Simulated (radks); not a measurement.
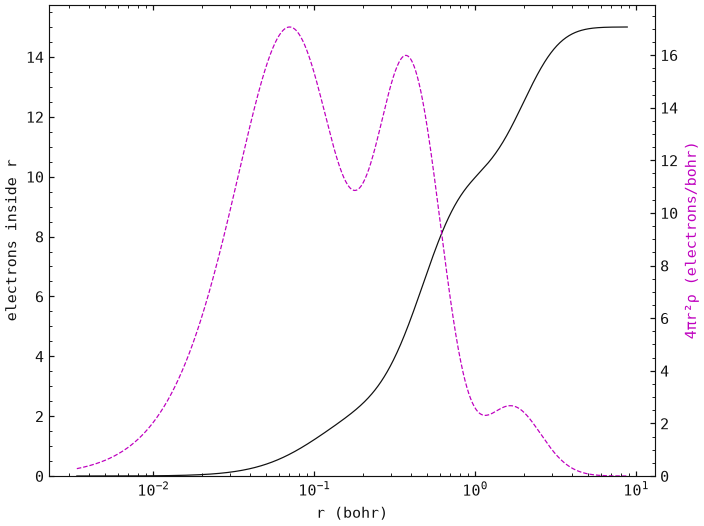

The neutral phosphorus atom in the configuration [Ne] 3s2 3p3 (high spin). Computed with the in-house radial solver radks: non-relativistic Kohn-Sham, PBE, spin-polarised, spherical densities, point nucleus.

The plot shows the number of electrons inside radius r (solid) and the radial density 4πr²ρ (dashed).

Describe it and give its main numbers.

Answer. The count levels off at 15 electrons. Half of them lie within 0.559 bohr, 90 % within 2.48 bohr and 99 % within 4.33 bohr. The radial density has minima at 0.179 and 1.15 bohr, where the count stands at 2.2 and 10.3; these part the shells that the density resolves.
